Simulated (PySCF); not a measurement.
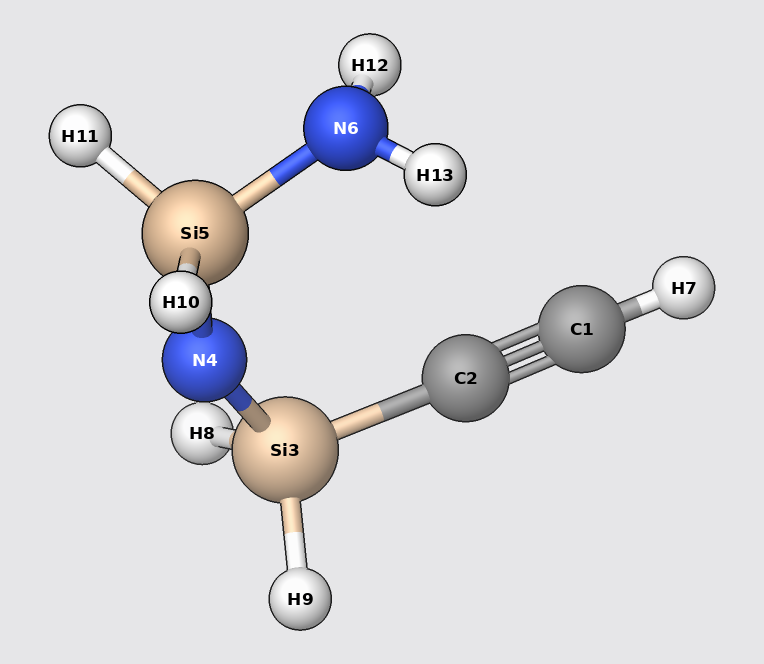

The species is neutral and a spin doublet. The geometry was computed by an optimisation with GFN2-xTB. No frequency run is at hand to confirm it as a minimum. Method: UKS B3LYP, pcH-1 on C H N Si, non-relativistic (PySCF 2.14.0). Fermi-contact and spin-dipolar terms alone, no spin-orbit part.

Which nucleus has the largest dipolar (anisotropic) hyperfine coupling?

14N at N4: principal values −38.1, −36.6, 74.7 MHz.

List the isotropic and dipolar parts for the most strongly coupled nuclei, one of each equivalent set.

```csv
atom,isotope,a_iso (MHz),dipolar part (MHz)
N4,14N,25.9,"−38.1, −36.6, 74.7"
H8,1H,96.9,"−4.1, −1.7, 5.8"
H10,1H,102.5,"−4.1, −1.5, 5.7"
H12,1H,−0.7,"−2.2, −1.6, 3.8"
Si3,29Si,50.2,"−2.1, −0.8, 2.9"
Si5,29Si,47.7,"−2.0, −0.8, 2.9"
C2,13C,−5.3,"−0.8, −0.3, 1.1"
C1,13C,−1.3,"−0.5, −0.5, 1.0"
```

The geometry is semi-empirical. Around Si such bond lengths and angles can be off by a tenth of an ångström or more and by several degrees, and values that hang on the shape move with them.
